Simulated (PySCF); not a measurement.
# BNH4 (SMILES BN): levels of theory compared

We compute a comparison of 6 runs (B2PLYP/STO-6G, M06-2X/STO-6G, PBE/STO-6G, wB97X-V/STO-6G, CCSDT(Q)/STO-6G, CCSDTQ/STO-6G) of BNH4. Input form: a Python script.

The results are computed with PySCF 2.14.0.

5 further runs of the same task are left out: 5 set aside as unsound or not needed.

### 1 The structure to begin with

The species is BNH4 (6 atoms), meant as a singlet with charge 0. As SMILES, `BN`. Geometry: relaxed at PBE0-D4/def2-TZVP.

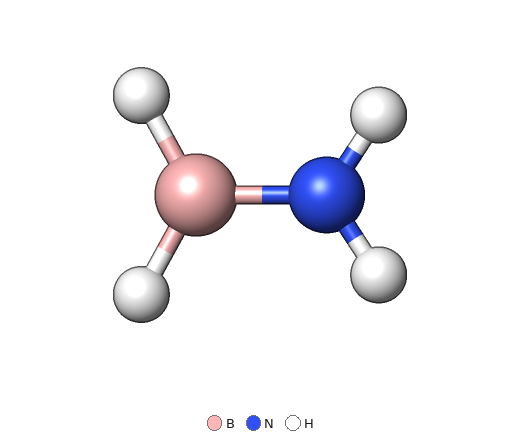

The structure, seen from a chosen angle (boron pink, nitrogen blue, hydrogen white).

### 2 A single-point energy at B2PLYP/STO-6G (run 1)

Input file job.py:

```python
from pyscf import gto, dft, mp

system = gto.Mole()
system.atom = '''
B       -0.128200      -0.679600      -0.025600
N        0.146100       0.677400       0.010800
H        0.225800      -1.368000       0.887500
H       -0.712000      -1.128700      -0.969200
H       -0.121600       1.313700      -0.720800
H        0.632000       1.121400       0.771300
'''
system.verbose = 4
system.charge = 0
system.max_memory = 1860
system.basis = 'sto-6g'
system.build()

mf = dft.RKS(system, xc='0.53*HF + 0.47*B88, 0.73*LYP')
mf.conv_tol = 1e-10
mf.grids.level = 5
mf.kernel()
if not mf.converged:
    mf = mf.newton().run(mf.mo_coeff, mf.mo_occ)

pt = mp.MP2(mf, frozen=2).run()
etot = mf.e_tot + 0.27 * pt.e_corr
print('PT2 part  %.8f' % (0.27 * pt.e_corr))
print('Final energy', etot)
```

Command:

```console
OMP_NUM_THREADS=1 python job.py
```

The log of the run:

```text
PySCF version 2.14.0

[... 72 lines left out ...]
converged SCF energy = -81.6069290234088
[... 1 line left out ...]
******** <class 'pyscf.mp.mp2.RMP2'> ********
nocc = 6, nmo = 12
frozen orbitals 2
E(RMP2) = -81.7269768482192  E_corr = -0.120047824810349
E(SCS-RMP2) = -81.7376569913745  E_corr = -0.130727967965624
E_corr(same-spin) = -0.0153801020847643
E_corr(oppo-spin) = -0.104667722725585
PT2 part  -0.03241291
Final energy -81.63934193610763
```

Run time: 1.8 s. Hardware: 1 thread of Intel Xeon 6975P-C (Granite Rapids), shared host; peak memory 0.18 GiB.

### 3 A single-point energy at M06-2X/STO-6G (run 2)

Input file input.py:

```python
from pyscf import gto, dft

mol = gto.Mole()
mol.atom = '''
B     -0.242263    -1.284258    -0.048377
N      0.276089     1.280100     0.020409
H      0.426700    -2.585145     1.677132
H     -1.345485    -2.132934    -1.831523
H     -0.229791     2.482533    -1.362115
H      1.194307     2.119139     1.457546
'''
mol.basis = 'sto-6g'
mol.max_memory = 1860
mol.verbose = 3
mol.spin = 0
mol.unit = 'bohr'
mol.build()

ks = dft.RKS(mol, xc='m06-2x')
ks.grids.level = 5
ks.conv_tol = 1e-10
ks.kernel()
if not ks.converged:
    ks = ks.newton().run(ks.mo_coeff, ks.mo_occ)

etot = ks.e_tot
print(f'total energy: {etot:.8f} hartree')
```

Command:

```console
OMP_NUM_THREADS=1 python input.py
```

The log of the run:

```text
converged SCF energy = -81.7458921691012
total energy: -81.74589217 hartree
```

It took 2.3 s on 1 thread of Intel Xeon 6975P-C (Granite Rapids), shared host; peak memory 0.18 GiB.

Run 3 isn't shown in full; the table further down has it.

### 4 A single-point energy at wB97X-V/STO-6G (run 4)

Input file calc.py:

```python
from pyscf import gto, dft

mol = gto.Mole()
mol.atom = '''
B     -0.128200    -0.679600    -0.025600
N      0.146100     0.677400     0.010800
H      0.225800    -1.368000     0.887500
H     -0.712000    -1.128700    -0.969200
H     -0.121600     1.313700    -0.720800
H      0.632000     1.121400     0.771300
'''
mol.charge = 0
mol.verbose = 3
mol.max_memory = 1860
mol.basis = 'sto-6g'
mol.build()

mf = dft.RKS(mol, xc='wb97x-v')
mf.conv_tol = 1e-10
mf.grids.level = 5
mf.nlcgrids.level = 1
mf.kernel()
if not mf.converged:
    mf = mf.newton().run(mf.mo_coeff, mf.mo_occ)

energy = mf.e_tot
print('E(%s) = %.9f' % ('WB97X-V', energy))
```

Command:

```console
OMP_NUM_THREADS=1 python calc.py
```

The log of the run:

```text
converged SCF energy = -81.7654610665512
E(WB97X-V) = -81.765461067
```

Run time: 14 s. Hardware: 1 thread of Intel Xeon 6975P-C (Granite Rapids), shared host; peak memory 0.18 GiB.

Run 5 isn't shown in full; the table further down has it.

### 5 The energy at CCSDTQ/STO-6G (run 6)

Input file calc.py:

```python
# BN
from pyscf import gto, scf, cc

system = gto.Mole()
system.atom = '''
B     -0.128200    -0.679600    -0.025600
N      0.146100     0.677400     0.010800
H      0.225800    -1.368000     0.887500
H     -0.712000    -1.128700    -0.969200
H     -0.121600     1.313700    -0.720800
H      0.632000     1.121400     0.771300
'''
system.max_memory = 1860
system.basis = 'sto-6g'
system.verbose = 3
system.charge = 0
system.spin = 0
system.build()

mf = scf.RHF(system)
mf.conv_tol = 1e-10
mf.kernel()
if not mf.converged:
    mf = mf.newton().run(mf.mo_coeff, mf.mo_occ)

mycc = cc.CCSDTQ(mf, frozen=2)
mycc.kernel()
energy = mycc.e_tot
print('E(%s) = %.9f' % ('CCSDTQ', energy))
```

Command:

```console
OMP_NUM_THREADS=1 python calc.py
```

The log of the run:

```text
converged SCF energy = -81.2513589208123
_make_eris_incore_RCCSDTQ

WARN: A large `blksize` is being used, which may cause large memory consumption
      for storing contraction intermediates. If memory is sufficient, consider using
      `pyscf.cc.rccsdtq_highm.RCCSDTQ` instead.

RCCSDTQ converged
E(RCCSDTQ) = -81.37422959714584   E_corr = -0.1228706763335814
E_corr(same-spin) = -0.0109094397192197
E_corr(oppo-spin) = -0.111961236614362
E(CCSDTQ) = -81.374229597
```

Wall time 13 s (1 thread of Intel Xeon 6975P-C (Granite Rapids), shared host); peak memory 0.14 GiB.

### 6 The series

| run | level | frozen core orbitals | nlc grid | energy (Eh) | dipole moment (D) of the reference | HOMO energy (eV) | LUMO energy (eV) | wall time |
| --- | --- | --- | --- | --- | --- | --- | --- | --- |
| 1 | B2PLYP/STO-6G | 2 | – | -81.639342 | 2.00 | -7.98 | 5.80 | 1.8 s |
| 2 | M06-2X/STO-6G | – | – | -81.745892 | 2.11 | -8.12 | 5.15 | 2.3 s |
| 3 | PBE/STO-6G | – | – | -81.663740 | 2.34 | -5.10 | 2.64 | 1.8 s |
| 4 | wB97X-V/STO-6G | – | 1 | -81.765461 | 2.14 | -9.16 | 6.59 | 14 s |
| 5 | CCSDT(Q)/STO-6G | 2 | – | -81.374263 | 1.72 | -10.38 | 8.99 | 0.84 s |
| 6 | CCSDTQ/STO-6G | 2 | – | -81.374230 | 1.72 | -10.38 | 8.99 | 13 s |

### 7 What came out

| quantity | value |
| --- | --- |
| run 6: total energy | -81.37423 Eh |
| run 6: dipole moment (Hartree–Fock density) | 1.72 D |
| run 6: HOMO energy (Hartree–Fock orbitals) | -10.38 eV |
| run 6: LUMO energy (Hartree–Fock orbitals) | 8.99 eV |
| run 6: HOMO–LUMO gap (Hartree–Fock orbitals) | 19.37 eV |
| run 6: correlation energy (2 core orbitals frozen) | -122.9 mEh |
| run 6: T1 diagnostic | 0.019 |

**Reading.** Over runs 1, 2, 3, 4 the dipole moment (its size) runs from 2.00 D (B2PLYP/STO-6G) to 2.34 D (PBE/STO-6G). A double hybrid's value is that of its SCF part. Over runs 1, 2, 3, 4 the HOMO–LUMO gap runs from 7.75 eV (PBE/STO-6G) to 15.75 eV (wB97X-V/STO-6G). Totals of different functionals can't be ranked against each other. In runs 1, 2, 3, 4, 5, 6 the basis is minimal, so the values are rough. All runs together took 34 s, the longest 14 s.
